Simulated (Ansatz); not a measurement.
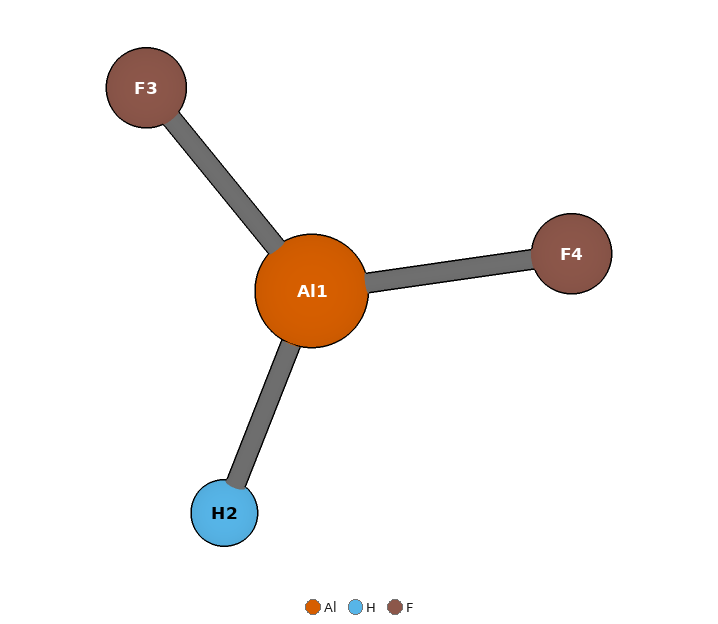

Harmonic vibrations computed with RKS PBE0-D4/def2-TZVP (Ansatz 0.2.0) at a stationary point of the same level.

> How many imaginary frequencies does it have?

A minimum: no imaginary frequency, and the lowest mode lies at 261 cm⁻¹.

> List the wavenumbers.

6 modes: 261, 492, 652, 782, 932, 2034 cm⁻¹.
